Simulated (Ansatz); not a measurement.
# AlCl₃H₂O (Al(H2O)Cl3): what the fields show

```xyz
7

Al    0.1701   -0.0523   -0.7846
O     0.1778    0.0394    1.1949
H    -0.4109   -0.6839    1.5069
H    -0.2603    0.8854    1.4384
Cl    2.1775   -0.2662   -1.3969
Cl   -0.7611    1.8488   -1.0660
Cl   -1.0932   -1.7713   -0.8927
```

Geometry: PBE-D4/def2-SVP.

Method: Ansatz 0.2.0, RKS PBE0-D4/def2-TZVP.

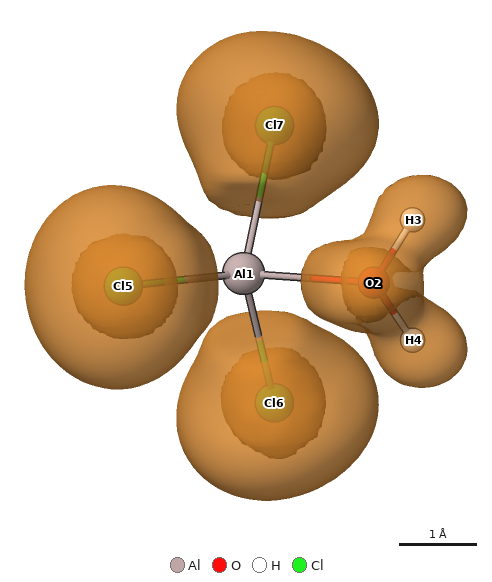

Figure 1. Isosurface of the electron localisation function at 0.75 (orange), seen at a tilt. Only the valence region is drawn (cores and ρ < 0.01 e/Å³ removed).

What do the ELF domains correspond to?

Answer. At this value the surface marks out three regions on Cl in which the atom's valence shell and bonds are merged and one joined region spread over several atoms (H, O), in which their bonds and any lone pairs are merged. Along the contacts the grid gives the following. Al–O (1.98 Å): the ELF peaks at about 0.90 in the valence shell of O, 0.6 Å from its nucleus, and is about 0.55 at the midpoint. Al–Cl (2.11 Å): the ELF peaks at about 0.85 in the valence shell of Cl, 0.8 Å from its nucleus, and is about 0.80 at the midpoint.

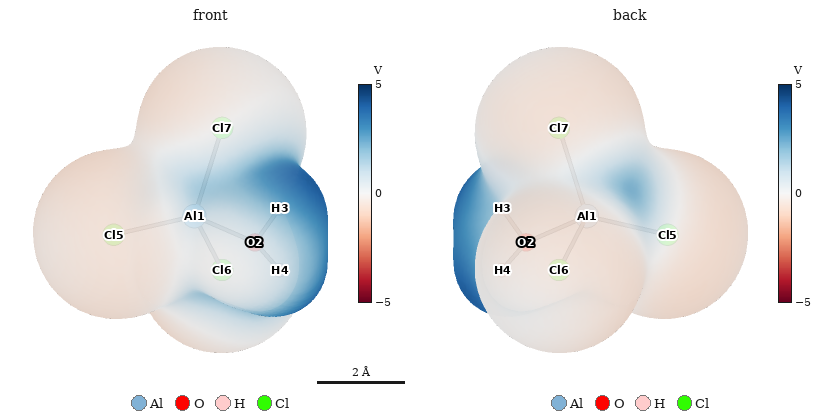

Figure 2. The molecular electrostatic potential painted on the density surface at 0.002 e/bohr³, seen from the front and from behind; the colour scale runs from red (negative) to blue (positive).

Which sites attract a positive test charge, and which a negative one?

Answer. A positive charge is drawn to the negative regions and a negative charge to the positive ones. The most negative region (about −0.7 V, or −16 kcal/mol for a unit charge) lies over Cl5, the most positive (about +4.1 V, or +95 kcal/mol for a unit charge) over H3 and H4.

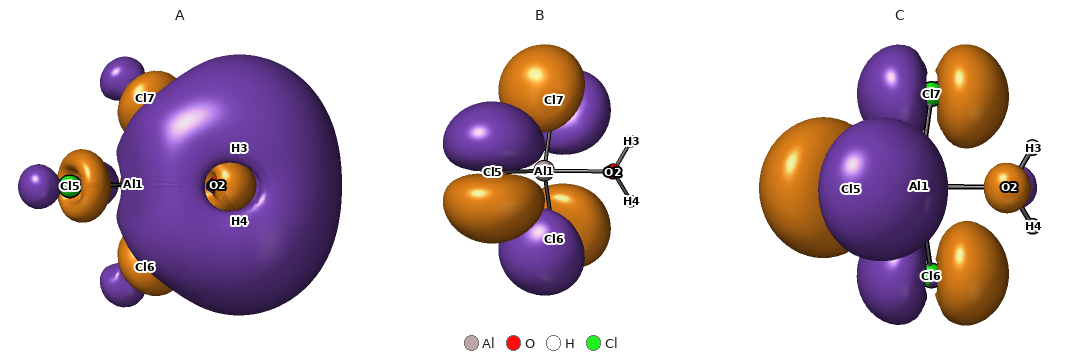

Figure 3. Three frontier orbitals at ±0.06 Å⁻³ᐟ² (orange and purple are the two phases), in no order.

Order the three orbitals by energy and name them.

Answer. C is the HOMO−1 (−9.10 eV). Its weight (Hirshfeld) is mainly on Cl5 (about 70 %), Cl6 (about 10 %) and Cl7 (about 10 %); largely a lone pair of Cl5. B is the HOMO (−8.80 eV). By Hirshfeld shares it lies mainly on Cl5 (about 45 %), Cl6 (about 25 %) and Cl7 (about 25 %); largely a combination of lone pairs on Cl5, Cl6 and Cl7. A is the LUMO (−0.84 eV). By Hirshfeld shares it lies mainly on H3 (about 25 %), H4 (about 25 %), O2 (about 20 %), Al1 (about 15 %), Cl6 (about 5 %) and Cl7 (about 5 %).

What is the HOMO–LUMO gap?

Answer. 7.96 eV between the orbital energies.
